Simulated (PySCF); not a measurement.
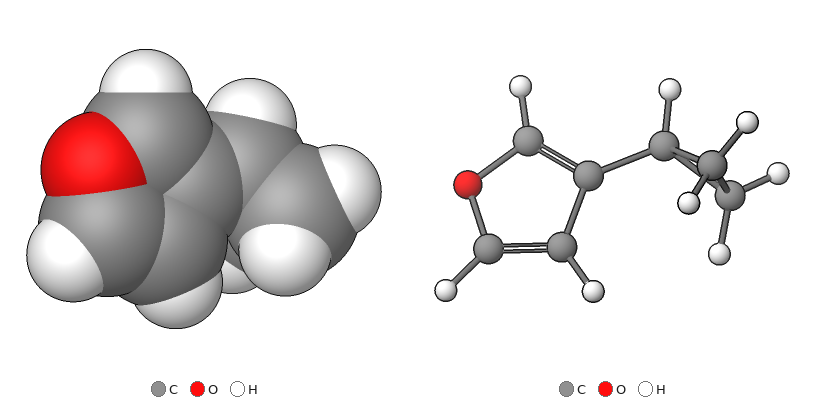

Both panels show the same species.

The geometry was computed by an optimisation with PBE0-D3(BJ)/def2-SVP. No frequency run is at hand to confirm it as a minimum.

Identify the structure.

The molecule is C₇H₈O. Its SMILES string is `c1cc(C2CC2)co1`. Independent rings (smallest set): 1 of 3 members, 1 of 5 members, 1 of them aromatic. Coordination, clear cases only: 4 C trigonal planar; 1 O bent.

The parts below concern this one geometry. Atoms keep their numbers from picture to picture.

**Geometry**

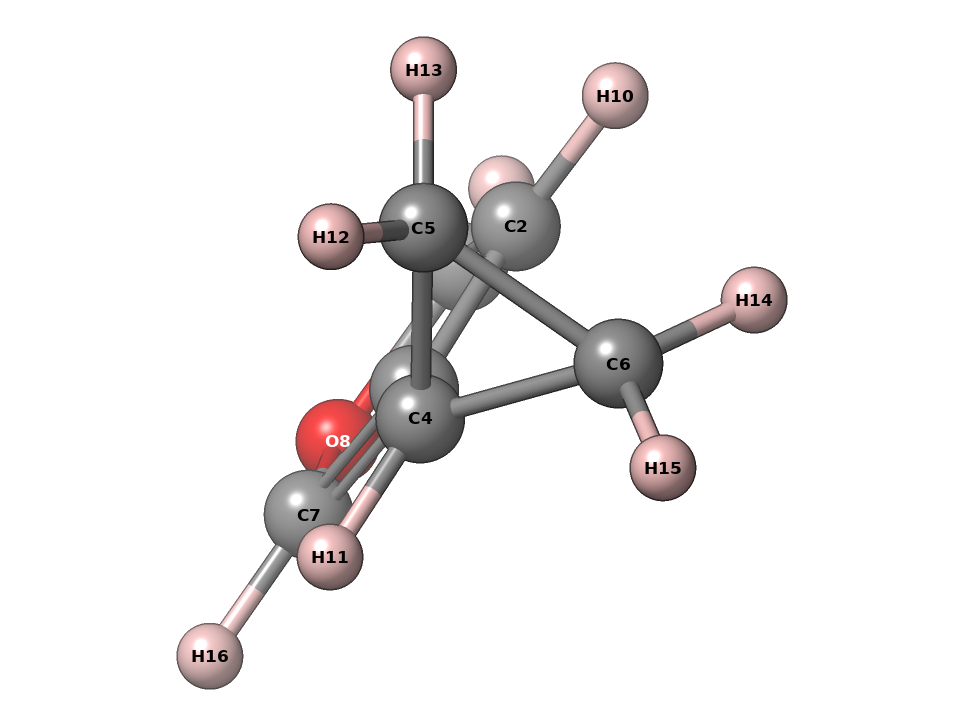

C3 lies behind C4. The molecule seen nearly along the C4–C3 bond, C4 in front. Depth is shown by fading: the farther an atom, the more it takes the colour of the background. No frequency run is at hand to confirm it as a minimum.

> What is the torsion angle C5–C4–C3–C2? The sign is positive where the front bond must turn clockwise to cover the back bond.

36°, synclinal (gauche).

**Excitation**

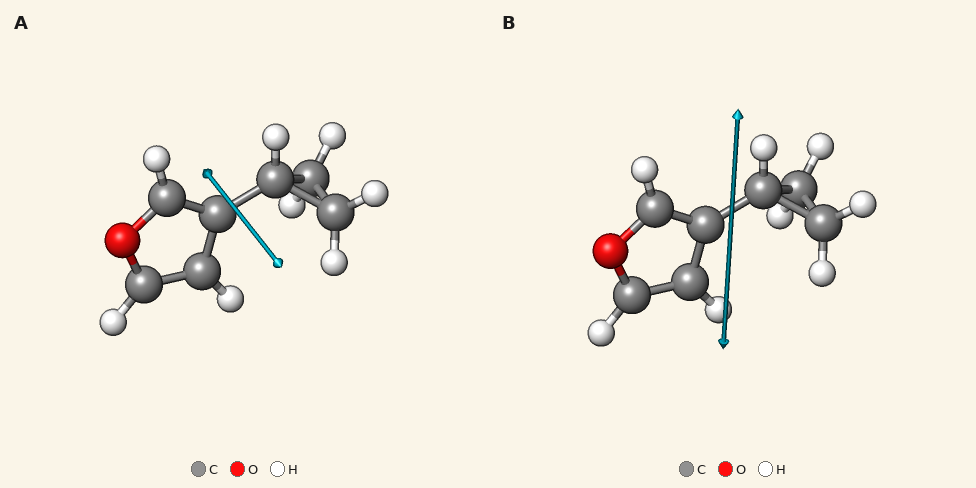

The double arrows show the directions of two transition dipoles from the ground state (lengths mean nothing). No frequency run is at hand to confirm it as a minimum. Level of theory: TDDFT CAM-B3LYP/def2-SVPD, vertical, gas phase, core orbitals frozen in the response (PySCF 2.14.0).

> One belongs to singlet state 1 and one to singlet state 6. Which is which?

A: state 6, 7.40 eV (168 nm), oscillator strength 0.038, of mixed character, with the largest part HOMO → LUMO+6 (weight 0.37).
B: state 1, 6.12 eV (203 nm), oscillator strength 0.12, mainly HOMO → LUMO (weight 0.95).

**Quadrupole coupling**

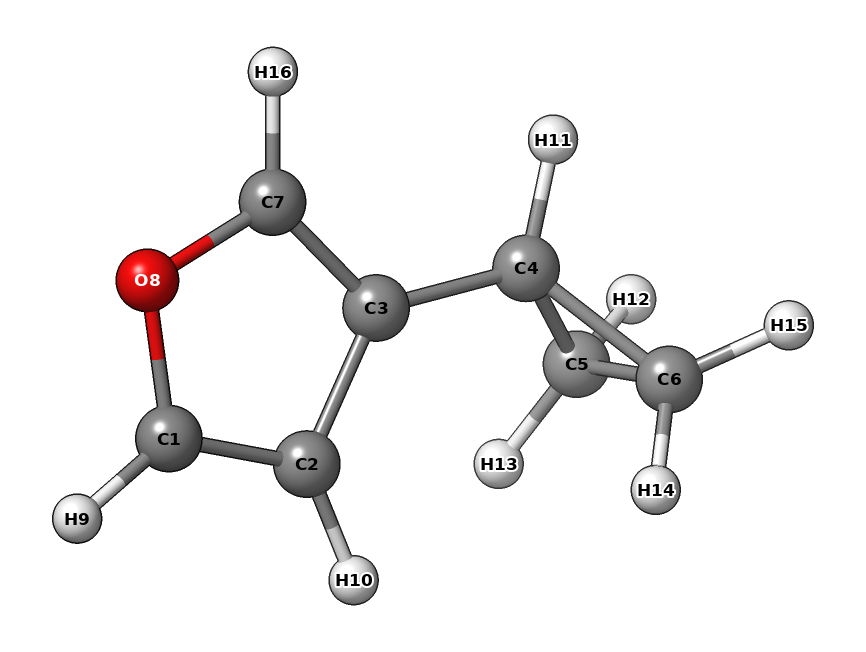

No frequency run is at hand to confirm it as a minimum. Electric field gradients from the ground-state density, PBE0/pcSseg-1 (PySCF 2.14.0), non-relativistic apart from any core potentials.

Give the largest field-gradient component, the quadrupole coupling constant and the asymmetry for 17O at O8 (Q = −25.6 mb).

```
atom  V_zz (a.u.)  e²qQ/h (MHz)     η
  O8        1.448         −8.71  0.03
```

**NMR shielding**

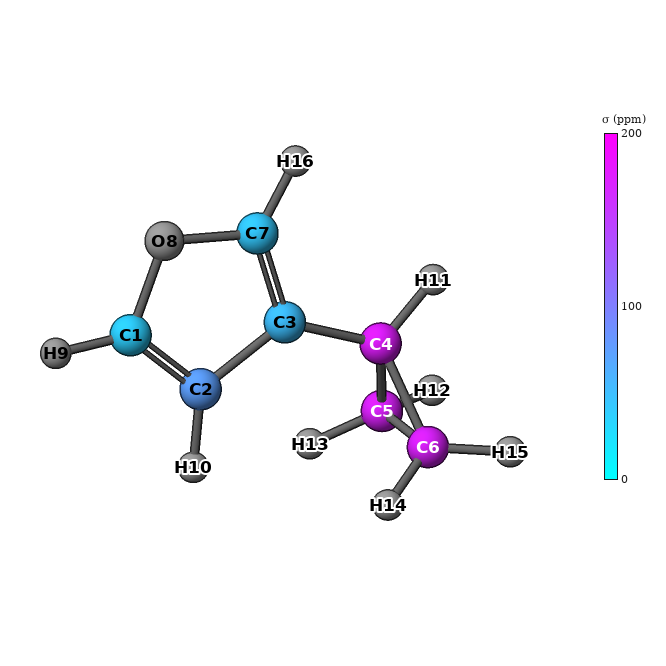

Atoms are coloured by their isotropic NMR shieldings (C only, the others grey). No frequency run is at hand to confirm it as a minimum. Level of theory: GIAO PBE0/pcSseg-1 NMR shielding, non-relativistic, gas phase (PySCF 2.14.0).

List the isotropic NMR shieldings of the C atoms.

| atom | σ (ppm) |
| --- | --- |
| C1 | 37.5 |
| C2 | 74.0 |
| C3 | 50.0 |
| C4 | 175.8 |
| C5 | 173.2 |
| C6 | 173.4 |
| C7 | 41.7 |

**Charges**

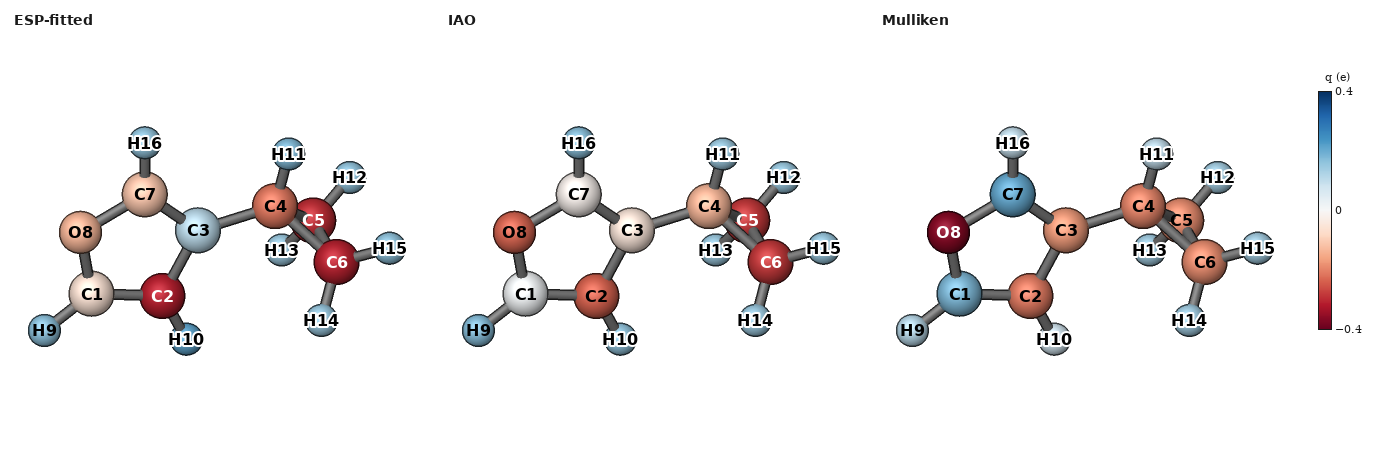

Atomic charges of one calculation by 3 schemes, on one colour scale. No frequency run is at hand to confirm it as a minimum. Method: PBE0/pcSseg-1 (PySCF 2.14.0).

> On which atom do the schemes disagree most?

On C7 (from −0.11 to 0.20 e).

List the charges (e), one line for each set of equivalent atoms.

| atom | ESP-fitted | IAO | Mulliken |
| --- | --- | --- | --- |
| C1 | −0.06 | 0.01 | 0.18 |
| C2 | −0.31 | −0.24 | −0.21 |
| C3 | 0.11 | −0.05 | −0.17 |
| C4 | −0.21 | −0.13 | −0.20 |
| C5, C6 | −0.30 | −0.28 | −0.19 |
| C7 | −0.11 | −0.02 | 0.20 |
| O8 | −0.13 | −0.23 | −0.37 |
| H9 | 0.17 | 0.17 | 0.11 |
| H10 | 0.21 | 0.16 | 0.08 |
| H11 | 0.17 | 0.15 | 0.10 |
| H12, H15 | 0.16 | 0.15 | 0.14 |
| H13, H14 | 0.15 | 0.15 | 0.14 |
| H16 | 0.16 | 0.17 | 0.09 |

Mulliken values depend strongly on the basis set and can even reverse the polarity of a bond.
